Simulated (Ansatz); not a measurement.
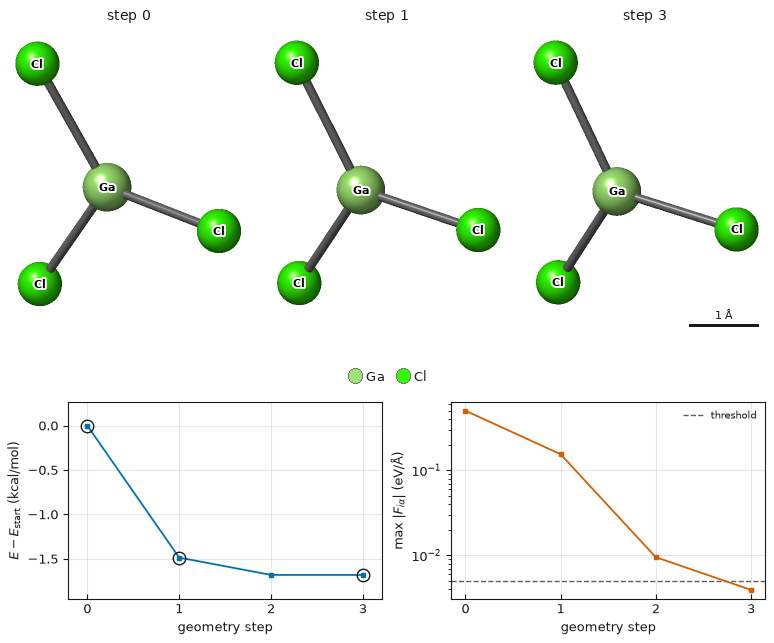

Frames of a relaxation of GaCl3, marked on the history of the run. The picture is a ball-and-stick view, seen at a tilt.

It is one of the separated reactants of a reaction.

Computed with RKS PBE0-D4/def2-TZVP in Ansatz 0.2.0.

Input file:
```yaml
crystal:
  periodic: [false, false, false]
  atoms:
    - {symbol: Ga, position_ang: [-0.831097, -0.008531, -1.486345]}
    - {symbol: Cl, position_ang: [0.154271, 1.144805, -2.975809]}
    - {symbol: Cl, position_ang: [-0.578003, -2.124525, -1.475656]}
    - {symbol: Cl, position_ang: [-2.495902, 0.831340, -0.455287]}
basis:
  gaussian: {orbitals: def2-TZVP}
hamiltonian: {xc: pbe0, dispersion: d4}
relax: {f_tol: 0.005, max_steps: 200}
```

Launched with:
```bash
ansatz run in.yaml --threads 8 --pin off --events-out ev --progress --plain --max-ram 19148MiB
```

Question: Describe the path.

Answer: The atom that moves furthest after the best rigid fit is Ga1 (0.16 Å). By element the largest moves are Ga 0.16 Å, Cl 0.05 Å. Among the contacts that change: Ga1–Cl2 2.126 → 2.111 Å. The energy falls by 1.68 kcal/mol in 3 geometry steps. The largest force component goes from 0.5 to 0.0039 eV/Å. The run took 6.5 s on 8 threads of Arm Neoverse V1 (shared host). From step 0 to 1: Ga1 moves most (0.11 Å), energy −1.49 kcal/mol. From step 1 to 3: Ga1 moves most (0.05 Å), energy −0.20 kcal/mol.
